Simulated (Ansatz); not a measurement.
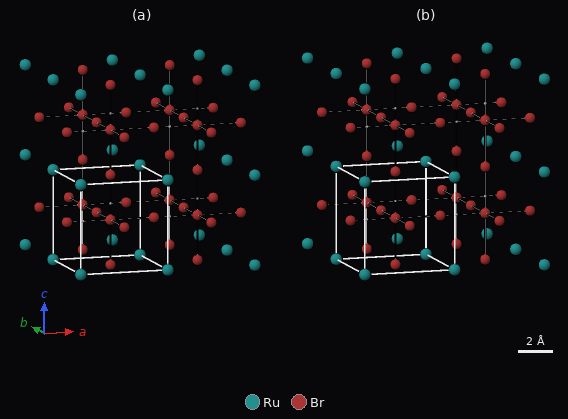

The structure of crystalline RuBr₄ (a generated structure, set up in Pm-3m) (coarse preliminary run) before (left) and after (right) a relaxation, at one scale.

Style: ball-and-stick. Shown: the cell of the calculation, repeated 2 × 2 × 2 with one cell outlined, slightly off an axis.

Method: DFT PBE, scalar-relativistic, plane waves, PAW in Ansatz. Settings: plane-wave cutoff 420 eV; k-point mesh 4 × 4 × 4; occupations gaussian; smearing width 0.1 eV; collinear spin; cell and atoms relaxed; force threshold 0.04 eV/Å; at most 70 steps.

Describe what moved and what it gained.

Answer. Over 2 accepted moves (3 points after the start) the energy falls by 24.4 meV per atom. All forces vanish by symmetry, so only the cell relaxes. Pressure: 2.60 GPa at the start and 0.12 GPa at the end. The SCF was repeated once at an unchanged geometry on a basis and grid sized afresh for the cell, which shifted the energy by 0.3 meV per atom at most. The atoms keep their places relative to the cell (all moves are under 0.005 Å). Cell: a = b = c 5.404 → 5.576 Å (+3.2 %). Volume +9.9 %. Among the contacts that change: Br–Br 2.702 → 2.788 Å. The space group stays Pm-3m (No. 221). Cost: 78 s on 1 thread of Intel(R) Xeon(R) Processor @ 2.50GHz (Skylake/Cascade Lake), with other jobs on the host, peak memory 0.47 GiB.
